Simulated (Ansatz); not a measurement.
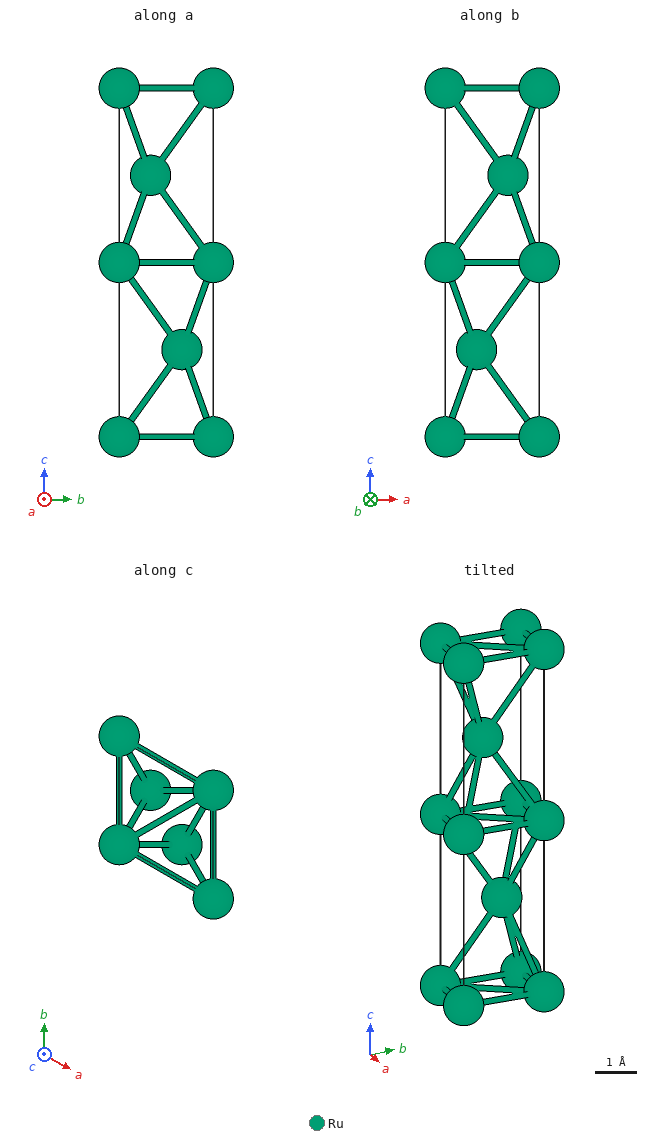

Ball-and-stick representation of a periodic structure, projected along the a axis, along the b axis, along the c axis and slightly off an axis. The conventional unit cell is outlined; an atom on or near a face, edge or corner is repeated at each equivalent position.

Lattice parameters: a = 2.6799 Å, b = 2.6799 Å, c = 8.6060 Å, α = 90.000°, β = 90.000°, γ = 120.000°.

### Set out the cell and atoms as a CIF with its space group and independent sites.

```cif
data_structure
_symmetry_space_group_name_H-M 'P 63/m m c'
_symmetry_Int_Tables_number 194
_cell_length_a 2.6799
_cell_length_b 2.6799
_cell_length_c 8.6060
_cell_angle_alpha 90.000
_cell_angle_beta 90.000
_cell_angle_gamma 120.000
_cell_volume 53.53
loop_
_atom_site_label
_atom_site_type_symbol
_atom_site_symmetry_multiplicity
_atom_site_Wyckoff_symbol
_atom_site_fract_x
_atom_site_fract_y
_atom_site_fract_z
_atom_site_occupancy
Ru1 Ru 2 a 0.0000 0.0000 0.0000 1
Ru2 Ru 2 c 0.3333 0.6667 0.2500 1
```

It derives from a structure type filled with this element by a generator (whether the element takes this form wasn't checked). The final geometry of a relaxation with Ansatz 0.2.0, DFT, PBEsol, plane waves (420 eV) with PAW, scalar-relativistic is shown.
